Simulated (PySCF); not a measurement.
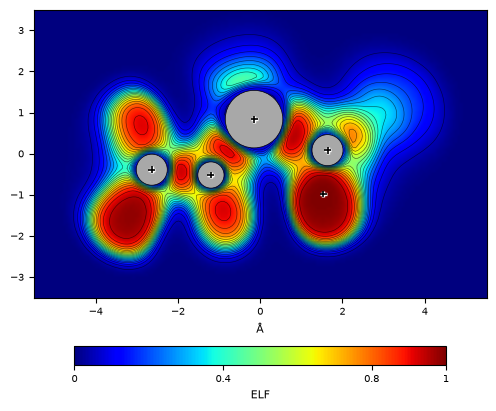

The electron localisation function on a plane through atoms (crosses mark nuclei in the plane; grey discs cover the cores).

Method: PySCF, B3LYP/def2-SVPD, SCF density, gas phase.

Candidates:
A. C₄H₁₀BNSi (SMILES B[C@H](C#C)[SiH2]NC)
B. C₄H₅BCl₂

**Which candidate gave the map?**

Candidate A: C₄H₁₀BNSi on the plane of atoms Si5, N6 and C7, which holds C, Si, N and H. C–N (1.44 Å): the ELF peaks at about 0.95 between the atoms: localised, covalent bonding. Si–N (1.72 Å): the ELF peaks at about 0.90 between the atoms (a shared but strongly polarised pair).
